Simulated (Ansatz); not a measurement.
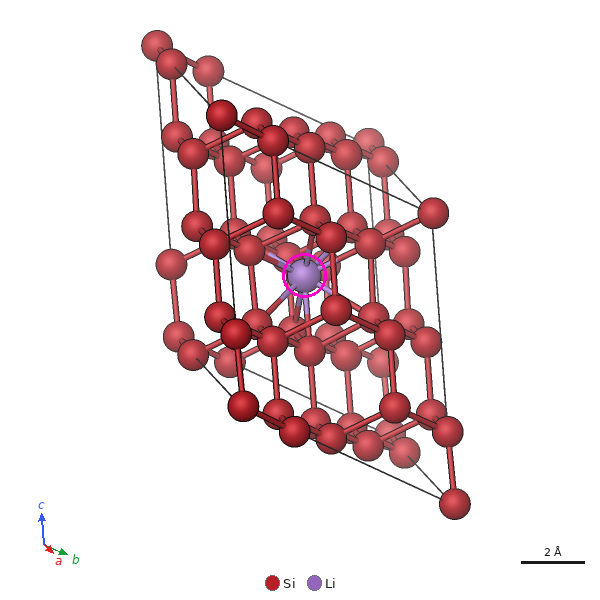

View slightly off an axis, drawn as a ball-and-stick model. The frame is the supercell; atoms at its boundary are shown with their periodic copies. The host is Si, in a cell of 32 sites, and the cell is neutral. A ring marks the defect's site.

How does this supercell depart from the perfect host?

An interstitial lithium atom. It is bonded to ten Si at about 2.4 to 2.7 Å.

Computational set-up: Ansatz 0.2.0, DFT LDA, scalar-relativistic, plane waves, PAW, a basis cut at 420 eV, a 3×3×3 k-point grid, Gaussian smearing of 0.02 eV, collinear spins.

Does the defective cell carry a moment?

No net moment.

The atoms were relaxed in the host's cell with DFT LDA, scalar-relativistic, plane waves, PAW (Ansatz 0.2.0).
